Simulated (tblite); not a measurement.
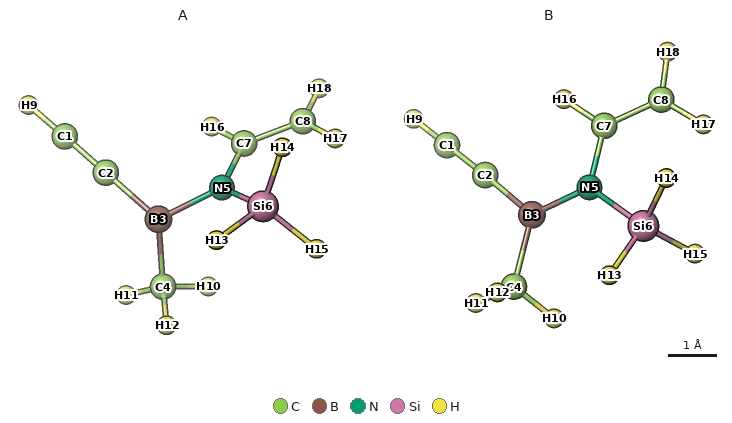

Two geometries of C5H10BNSi, drawn at one scale. One is the start of a relaxation, the other its converged end. Style: ball-and-stick. Shown from a free direction.

Computed with tblite, GFN2-xTB geometry optimisation, gas phase. 

Question: Which of the two is the end point?

Answer: Structure B is the relaxed one. Over 151 geometry steps the energy falls by 92.4 kJ/mol. The largest move after the best rigid fit is that of H12, 1.39 Å. By element the largest moves are H 1.39 Å, C 0.99 Å, Si 0.78 Å, B 0.36 Å, N 0.17 Å. Near-neighbour distances that change, for instance: B3–N5 1.530 → 1.421 Å, C2–B3 1.560 → 1.520 Å, C4–H12 1.125 → 1.090 Å, N5–C7 1.432 → 1.397 Å. Among the angles between lasting bonds that change: Si6–N5–C7 124.3° → 117.6°, H11–C4–H12 113.5° → 106.9°, C4–B3–N5 115.6° → 122.3°. The run took 1.9 s on 1 thread of Arm Neoverse N1, on a shared host.
